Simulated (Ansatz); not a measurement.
# BF2 (SMILES F[B]F): levels of theory compared

Wanted: a comparison of 6 runs (U-revPBE/STO-3G, UB3LYP/STO-3G, UCAM-B3LYP/STO-3G, UBCCD(T)/STO-3G, UCCSDT(Q)/STO-3G, UCCSD(T)/STO-3G) of BF2. 

The calculation is run with Ansatz 0.2.0.

36 further runs of the same task are left out: 36 set aside as unsound or not needed.

## (1) The system as given

The species is BF2 (3 atoms), meant as a doublet with charge 0. As SMILES, `F[B]F`. The F3–B2 distance was set to 2.612 Å, away from the relaxed value. At this shape a bond of the SMILES string is far longer than usual.

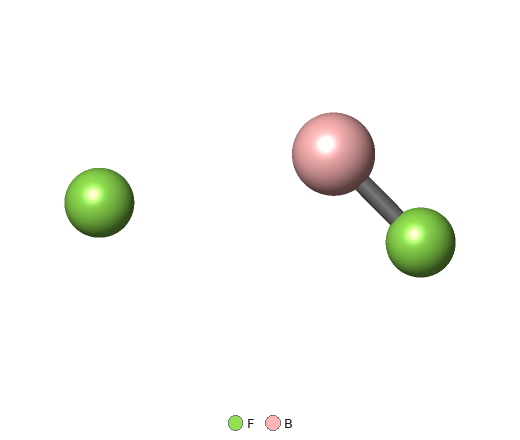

The structure, seen from a chosen angle (fluorine green, boron pink).

## (2) A single-point energy at U-revPBE/STO-3G (run 1)

Input file in.yaml:

```yaml
crystal:
  periodic: [false, false, false]
  atoms:
    - {symbol: F, position_ang: [1.595038, -1.542717, 0.695919]}
    - {symbol: B, position_ang: [1.360938, -0.257917, 0.717219]}
    - {symbol: F, position_ang: [-0.802900, 0.738900, -0.354600]}
basis:
  gaussian:
    orbitals: STO-3G
magnetization:
  spin_polarized: true
  initial_magnetization: 1
hamiltonian:
  xc: {name: revPBE}
accuracy: high
```

Run with:

```sh
$ ansatz run in.yaml --threads 1 --pin off --max-ram 2610MiB --events-out events.jsonl --progress --plain --runs-dir runs
```

The log of the run:

```text
Warning: RAYON_NUM_THREADS=1 ignored (pool sized by the plan → 1); use --threads N
Functional definition: revPBE
  name "revPBE"
  parameter kappa = 1.245
  parameter beta = 0.06672455060314922
  exchange = pbe_x(kappa = kappa, mu = beta*pi^2/3)
  correlation = pbe_c(beta = beta)
232 factors; integrals over basis functions are off by at most 3.9e-8 eV
mean field evaluation 1: about -6011.3375 eV, gradient 1.9e1 eV
mean field evaluation 2: about -5652.9248 eV, gradient 7.4e1 eV
mean field evaluation 4: about -6015.3136 eV, gradient 9.8e0 eV
mean field evaluation 8: about -6015.2871 eV, gradient 9.8e0 eV
mean field evaluation 16: about -6016.3559 eV, gradient 2.7e-5 eV
mean field evaluation 32: about -6016.2166 eV, gradient 5.9e-1 eV
mean field -6016.35585248 eV, -221.0969995463 hartree, gradient 3.0e-8 eV, S^2 0.758305; 7 other end points of the search recorded, 0 dependent functions left out
reference -6016.35585396 eV, -221.0969996006 hartree; 12, 11 occupied and 3, 4 virtual orbitals, 232 factors
Total energy: -6016.35585396 eV, -221.0969996006 hartree
```

Wall time 1.9 s (1 thread of Intel Xeon Platinum 8488C (Sapphire Rapids), shared host); peak memory 0.13 GiB.

## (3) The energy at UB3LYP/STO-3G (run 2)

Input file run.yaml:

```yaml
crystal:
  periodic: [false, false, false]
  atoms:
    - {symbol: F, position_ang: [1.595038, -1.542717, 0.695919]}
    - {symbol: B, position_ang: [1.360938, -0.257917, 0.717219]}
    - {symbol: F, position_ang: [-0.802900, 0.738900, -0.354600]}
basis:
  gaussian:
    orbitals: STO-3G
magnetization:
  spin_polarized: true
  initial_magnetization: 1
hamiltonian:
  xc: {name: B3LYP}
accuracy: high
```

Run with:

```sh
$ ansatz run run.yaml --threads 1 --pin off --max-ram 2610MiB --events-out events.jsonl --progress --plain --runs-dir runs
```

The log of the run:

```text
Warning: RAYON_NUM_THREADS=1 ignored (pool sized by the plan → 1); use --threads N
Functional definition: B3LYP
  name "B3LYP"
  parameter a0 = 0.2
  parameter ax = 0.72
  parameter ac = 0.81
  exchange = (1 - a0 - ax)*slater_x + ax*b88_x + a0*exact_x
  correlation = (1 - ac)*vwn_rpa_c + ac*lyp_c
232 factors; integrals over basis functions are off by at most 3.9e-8 eV
mean field evaluation 1: about -6009.6539 eV, gradient 1.6e1 eV
mean field evaluation 2: about -5649.9582 eV, gradient 5.4e1 eV
mean field evaluation 4: about -5865.6210 eV, gradient 1.3e2 eV
mean field evaluation 8: about -6017.6122 eV, gradient 4.8e-2 eV
mean field evaluation 16: about -6017.6013 eV, gradient 1.6e-8 eV
mean field -6017.60128733 eV, -221.1427684325 hartree, gradient 2.2e-8 eV, S^2 0.761390; 3 other end points of the search recorded, 0 dependent functions left out
reference -6017.60130639 eV, -221.1427691330 hartree; 12, 11 occupied and 3, 4 virtual orbitals, 232 factors
Total energy: -6017.60130639 eV, -221.1427691330 hartree
```

Wall time 0.95 s (1 thread of Intel Xeon Platinum 8488C (Sapphire Rapids), shared host); peak memory 0.13 GiB.

Run 3 isn't shown in full; the table further down has it.

## (4) A single-point energy at UBCCD(T)/STO-3G (run 4)

Input file molecule.yaml:

```yaml
crystal:
  periodic: [false, false, false]
  atoms:
    - {symbol: F, position_ang: [1.595038, -1.542717, 0.695919]}
    - {symbol: B, position_ang: [1.360938, -0.257917, 0.717219]}
    - {symbol: F, position_ang: [-0.802900, 0.738900, -0.354600]}
basis:
  gaussian:
    orbitals: STO-3G
magnetization:
  spin_polarized: true
  initial_magnetization: 1
correlation:
  method: bccd_t
  frozen_orbitals: {B: 1, F: 1}
accuracy: high
scf:
  omitted_lower_state_checks: [cluster_reference, increment]
```

Run with:

```sh
$ ansatz run molecule.yaml --threads 1 --pin off --max-ram 2610MiB --events-out events.jsonl --progress --plain --runs-dir runs
```

The log of the run:

```text
Warning: RAYON_NUM_THREADS=1 ignored (pool sized by the plan → 1); use --threads N
[... 17 lines left out ...]
3 core orbitals not correlated: weight in the atoms' cores, before any rotation towards them, 1.000 or more for the frozen orbitals, at most 0.000 for the correlated occupied ones
[... 61 lines left out ...]
Total energy: -5998.10711979 eV, -220.4263709892 hartree
Checks for a lower state left out: cluster_reference, increment
```

Wall time 0.68 s (1 thread of Intel Xeon Platinum 8488C (Sapphire Rapids), shared host).

Run 5 isn't shown in full; the table further down has it.

## (5) The energy at UCCSD(T)/STO-3G (run 6)

Input file input.yaml:

```yaml
crystal:
  periodic: [false, false, false]
  atoms:
    - symbol: F
      position_ang: [1.595038, -1.542717, 0.695919]
    - symbol: B
      position_ang: [1.360938, -0.257917, 0.717219]
    - symbol: F
      position_ang: [-0.802900, 0.738900, -0.354600]
basis:
  gaussian:
    orbitals: STO-3G
magnetization:
  spin_polarized: true
  initial_magnetization: 1
correlation:
  method: ccsd_t
  frozen_orbitals: {B: 1, F: 1}
accuracy: high
scf:
  omitted_lower_state_checks: [cluster_reference, increment]
```

Run with:

```sh
$ ansatz run input.yaml --threads 1 --pin off --max-ram 2610MiB --events-out events.jsonl --progress --plain --runs-dir runs
```

The log of the run:

```text
Warning: RAYON_NUM_THREADS=1 ignored (pool sized by the plan → 1); use --threads N
[... 17 lines left out ...]
3 core orbitals not correlated: weight in the atoms' cores, before any rotation towards them, 1.000 or more for the frozen orbitals, at most 0.000 for the correlated occupied ones
[... 63 lines left out ...]
Total energy: -5998.09760052 eV, -220.4260211624 hartree
Checks for a lower state left out: cluster_reference, increment
```

Run time: 0.56 s. Hardware: 1 thread of Intel Xeon Platinum 8488C (Sapphire Rapids), shared host.

## (6) The series

```
run              level  frozen core orbitals  energy (Eh)   ⟨S²⟩  wall time
  1    U-revPBE/STO-3G                     –  -221.097000  0.758      1.9 s
  2      UB3LYP/STO-3G                     –  -221.142769  0.761     0.95 s
  3  UCAM-B3LYP/STO-3G                     –  -221.058996  0.761      1.4 s
  4    UBCCD(T)/STO-3G                     3  -220.426371  0.815     0.68 s
  5   UCCSDT(Q)/STO-3G                     3  -220.426770  0.815      3.3 s
  6    UCCSD(T)/STO-3G                     3  -220.426021  0.815     0.56 s
```

## (7) Results

| quantity | value |
| --- | --- |
| run 6: total energy | -220.42602 Eh |
| run 6: correlation energy (3 core orbitals frozen) | -86.4 mEh |
| run 6: (T) correction | -7.36 mEh |
| run 6: ⟨S²⟩ of the reference determinant | 0.815 |
| run 6: T1 diagnostic | 0.029 |

**Reading.** Totals of different functionals can't be ranked against each other. In runs 1, 2, 3, 4, 5, 6 the basis is minimal, so the values are rough. All runs together took 8.7 s, the longest 3.3 s.
